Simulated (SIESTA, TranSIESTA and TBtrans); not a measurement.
Junction: Ru chain bridged by a linear C2 unit along the axis. Leads: straight Ru chain, spacing 2.25 Å. Geometry: 4 atoms about the centre moved by SIESTA (PBE, DZP) to a largest force of 0.01 eV/Å, all others as built, motion along the axis alone.

TranSIESTA and TBtrans, PBE, DZP numerical orbitals (energy shift 0.15 eV), PseudoDojo norm-conserving scalar-relativistic potentials, mesh cutoff 200 Ry, 300 K, spin-polarised (collinear), no spin-orbit coupling; self-consistent non-equilibrium Green functions.

Energies count from the leads' Fermi level. Transmissions are for each spin. The energy step is 0.01 eV; narrower resonances are cut or missed.

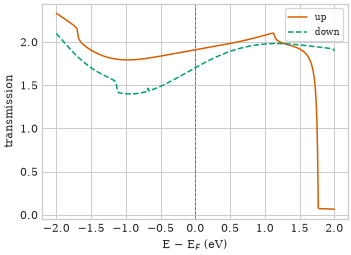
Figure. Transmission against energy

```csv
E (eV),T up,T down,lead channels up,down
-2.00,2.33,2.10,3,3
-1.80,2.22,1.92,3,3
-1.60,1.96,1.76,6,3
-1.40,1.86,1.65,6,3
-1.20,1.81,1.57,6,3
-1.00,1.79,1.40,6,4
-0.80,1.80,1.41,6,4
-0.60,1.82,1.45,6,band edge
-0.40,1.85,1.52,4,6
-0.20,1.88,1.61,4,6
0.00,1.91,1.70,4,6
0.20,1.94,1.79,4,6
0.40,1.97,1.86,4,6
0.60,2.00,1.92,4,6
0.80,2.03,1.95,4,4
1.00,2.08,1.98,4,4
1.20,2.01,1.98,3,4
1.40,1.95,1.97,3,4
1.60,1.86,1.96,3,4
1.80,0.070,1.94,1,4
2.00,0.065,1.90,1,3
```

The magnetic order of the leads was set by the start, and no other order was tried; the separate lead runs end at 1.33 (left) and 1.33 (right) μB an atom. The straight chain is held at its spacing; free chains may zigzag or dimerise.
